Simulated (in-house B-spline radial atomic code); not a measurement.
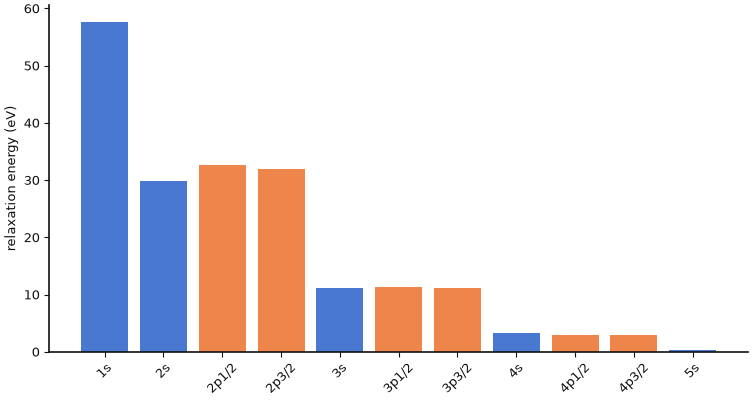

A free Zr atom; electrons: [Kr] 4d2 5s2 (open shells shared over both j by 2j + 1). All numbers are computed, not measured: Dirac-Hartree-Fock, average of configuration, Fermi nucleus, basis-set limit (an in-house B-spline radial code). One electron is taken from each of the shells shown in turn, and the ion is relaxed; bars are coloured by l. The plot shows the relaxation energy, Koopmans' value −ε less the difference of self-consistent energies.

Q: Which hole relaxes most, and what are the binding energies?

A: Among the shells shown the largest bar is that of 1s. 1s: −ε = 18.11 keV, relaxed 18.05 keV, relaxation 57.7 eV; 2s: −ε = 2581 eV, relaxed 2551 eV, relaxation 29.9 eV; 2p1/2: −ε = 2354 eV, relaxed 2321 eV, relaxation 32.7 eV; 2p3/2: −ε = 2267 eV, relaxed 2235 eV, relaxation 32.0 eV; 3s: −ε = 454.4 eV, relaxed 443.3 eV, relaxation 11.1 eV; 3p1/2: −ε = 368.3 eV, relaxed 357.0 eV, relaxation 11.3 eV; 3p3/2: −ε = 354.0 eV, relaxed 342.9 eV, relaxation 11.1 eV; 4s: −ε = 68.4 eV, relaxed 65.1 eV, relaxation 3.26 eV.
